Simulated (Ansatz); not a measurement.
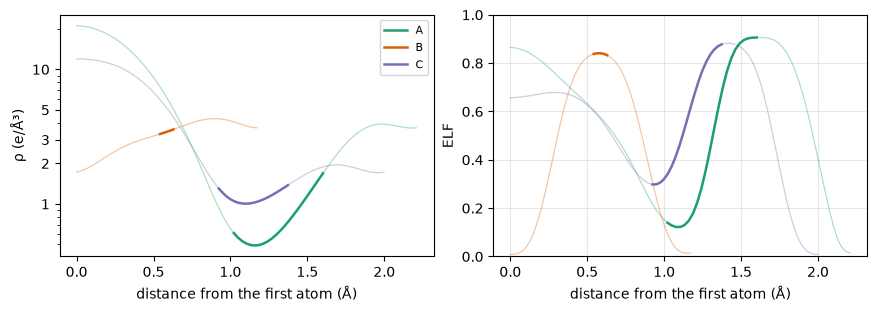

AgPtC4N4. Valence electron density and electron localisation function along straight lines between neighbouring atoms. Thin, pale parts lie inside the atomic spheres.

Space group P-43m; a structure generated by program, which may or may not match a known phase; spin-polarised.

Level of theory: DFT PBE, scalar-relativistic, plane waves, PAW in Ansatz 0.2.0.

Core electrons are frozen (PAW), and the valence fields are smoothed inside the atomic spheres.

```xyz
10
Lattice="6.2115 0.0000 0.0000 0.0000 6.2115 0.0000 0.0000 0.0000 6.2115" Properties=species:S:1:pos:R:3 pbc="T T T"
Ag    3.1058    3.1058    3.1058
Pt    0.0000    0.0000    0.0000
C     1.1535    1.1535    1.1535
C     1.1535    5.0580    5.0580
C     5.0580    1.1535    5.0580
C     5.0580    5.0580    1.1535
N     1.8301    1.8301    1.8301
N     1.8301    4.3814    4.3814
N     4.3814    1.8301    4.3814
N     4.3814    4.3814    1.8301
```

Question: Which curve belongs to which contact (Ag–N, C–N and Pt–C)? The first atom named is at distance zero.

Answer: Curve A: Ag–N (2.21 Å): ρ at the midpoint is about 0.51 e/Å³; the ELF peaks at about 0.90 in the valence shell of N, 0.6 Å from its nucleus, and drops to about 0.10 between the two atoms. Curve B: C–N (1.17 Å): ρ at the midpoint is about 3.4 e/Å³; the ELF peaks at about 0.85 between the atoms (inside overlapping PAW spheres, so only a guide) (a multiple bond). Curve C: Pt–C (2.00 Å): ρ at the midpoint is about 1.1 e/Å³; the ELF peaks at about 0.90 in the valence shell of C, 0.6 Å from its nucleus, and is about 0.30 at the midpoint.
